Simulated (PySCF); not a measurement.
# C4H2Cl2F3 (doublet): what the fields show

```yaml
atoms:
  - { symbol: C, position_ang: [0.1484, 1.7015, -0.2529] }
  - { symbol: C, position_ang: [0.0780, 0.4216, -0.1091] }
  - { symbol: C, position_ang: [-1.1924, -0.4325, -0.0325] }
  - { symbol: Cl, position_ang: [-2.5344, 0.3374, -0.8797] }
  - { symbol: Cl, position_ang: [-1.6138, -0.6853, 1.6783] }
  - { symbol: C, position_ang: [1.3404, -0.4115, 0.0672] }
  - { symbol: F, position_ang: [2.4414, 0.2623, -0.2578] }
  - { symbol: F, position_ang: [1.4949, -0.8293, 1.3298] }
  - { symbol: F, position_ang: [1.3198, -1.5157, -0.6973] }
  - { symbol: H, position_ang: [-0.4517, 2.5668, -0.3858] }
  - { symbol: H, position_ang: [-1.0251, -1.4126, -0.4863] }
```

Geometry: GFN2-xTB.

The calculation used UKS B3LYP, pcH-1 on C Cl F H, non-relativistic, mean-field spin-orbit, GIAO in PySCF 2.14.0, density-fitted response routines.

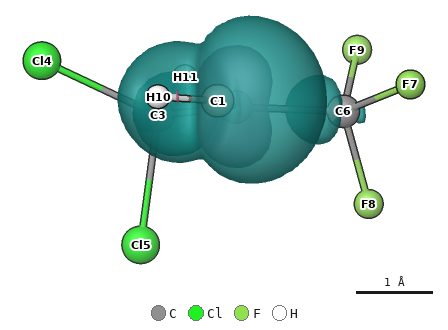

Figure 1. Isosurfaces of the spin density at +0.03 (teal) and −0.03 e/Å³ (pink), seen from one side.

### Describe the spin distribution.

The unpaired spin (1 electron) lies mostly on C1 (about 0.8), in electrons by Hirshfeld's partition.

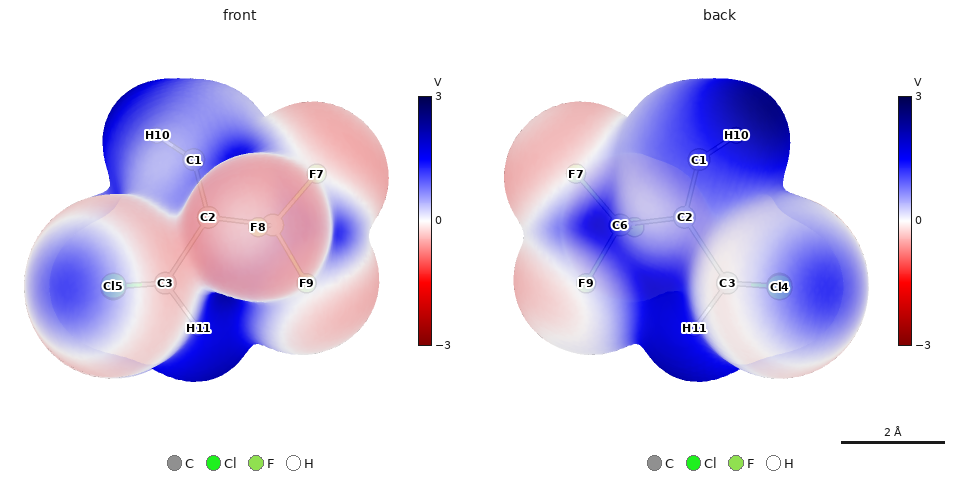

Figure 2. The electrostatic potential painted on the density surface at 0.004 e/bohr³, seen from the front and from behind; red is negative and blue positive.

### Which sites attract a positive test charge, and which a negative one?

A positive charge is drawn to the negative regions and a negative charge to the positive ones. The most negative region (about −0.5 V, or −12 kcal/mol for a unit charge) lies over F8, the most positive (about +2.4 V, or +55 kcal/mol for a unit charge) over H10. Cl4 shows a σ-hole: about +1.2 V, or +28 kcal/mol for a unit charge at the tip opposite its bond, against about +0.2 V on its flanks. Cl5 shows a σ-hole: about +1.1 V, or +25 kcal/mol for a unit charge at the tip opposite its bond, against about −0.3 V on its flanks.

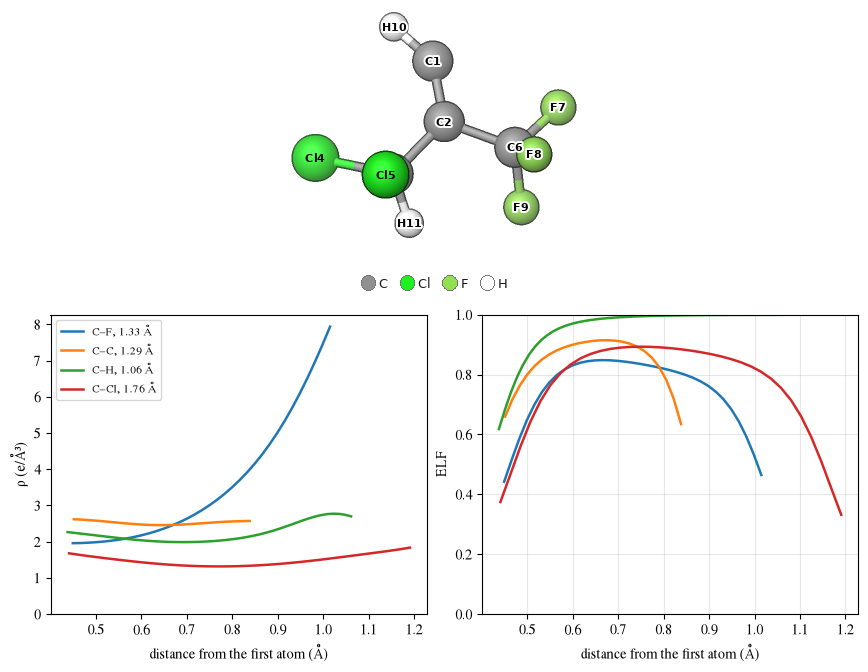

Figure 3. Electron density and ELF along straight lines between neighbouring atoms. The curves leave out the atomic cores. The structure is drawn too.

### Compare the contacts.

C–F (1.33 Å): the density is about 2.4 e/Å³ at the midpoint; the ELF peaks at about 0.85 between the atoms: a polar covalent bond.
C–C (1.29 Å): the density is about 2.5 e/Å³ at the midpoint; the ELF peaks at about 0.90 between the atoms (a short, multiple covalent bond).
C–H (1.06 Å): the density is about 2.1 e/Å³ at the midpoint; the ELF climbs to about 1 towards the hydrogen, as it does in any bond to H (an ordinary covalent bond to hydrogen).
C–Cl (1.76 Å): ρ at the midpoint is about 1.4 e/Å³; the ELF peaks at about 0.90 between the atoms, as expected for localised, covalent bonding.
